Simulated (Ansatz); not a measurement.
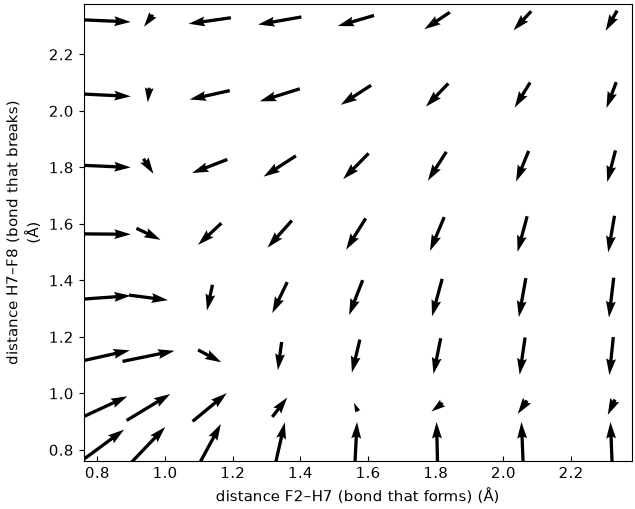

The reacting system AlF₂H₆N. 
- The first coordinate is: distance F2–H7 (bond that forms); the second: distance H7–F8 (bond that breaks).
- Relaxed at each point: all other coordinates.
- The scan uses an 8 × 8 grid.
- Points are written as (first, second).
- The reference is spin-restricted, so regions where a bond is pulled apart into radicals lie too high.
- These are results of RKS r2SCAN-D4/def2-SVP in Ansatz 0.2.0, not measurements.

Drawn: arrows along the force (downhill), their lengths compressed.

Question: The arrows alone are given. Where is the energy lowest?

Answer: The arrows converge at about (1.491 Å, 0.973 Å) (read from the interpolated surface).

The energy map of the same scan:

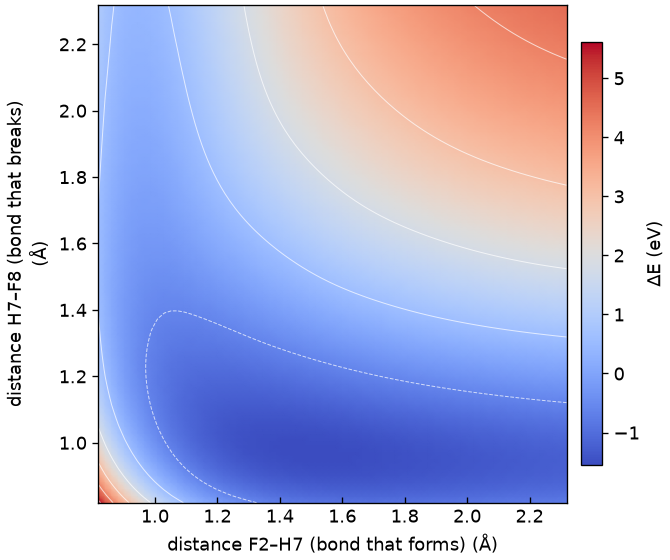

Energies are in eV, from a guessed transition structure relaxed with its forming and breaking bonds held; between grid points the surface is interpolated.
